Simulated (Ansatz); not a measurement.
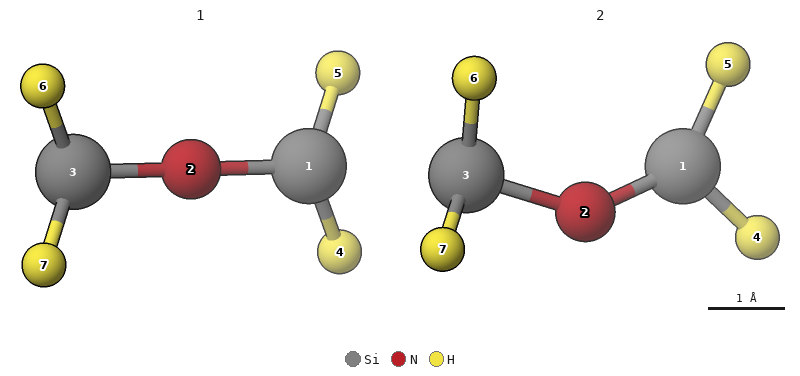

Two geometries of Si₂NH₄ (charge −1), drawn at one scale. One is the start of a relaxation, the other its converged end. Style: ball-and-stick. Shown at a tilt.

The calculation used RKS PBE0-D4/def2-TZVPD (Ansatz). Settings: force threshold 0.005 eV/Å; at most 200 steps.

Which of the two is the end point?

Structure 1 is the relaxed one. The atom that moves furthest after the best rigid fit is N2 (0.58 Å). Largest moves by element: N 0.58 Å, H 0.48 Å, Si 0.47 Å. Some distances before and after: N2–Si3 1.725 → 1.641 Å, Si1–H4 1.474 → 1.515 Å, Si1–H5 1.481 → 1.515 Å, Si1–N2 1.609 → 1.641 Å. Bond angles that change, for instance: Si1–N2–Si3 139.5° → 179.8°, N2–Si1–H5 133.1° → 114.7°, N2–Si3–H7 102.1° → 114.7°. Over 20 accepted moves (21 points after the start) the energy falls by 5.46 kcal/mol. Largest force component: 0.57 eV/Å at the start, 0.0042 eV/Å at the end. The line search rejected the trial step at point 20 of the run. Cost: 71 s on 2 threads of Arm Neoverse V2, with other jobs on the host.
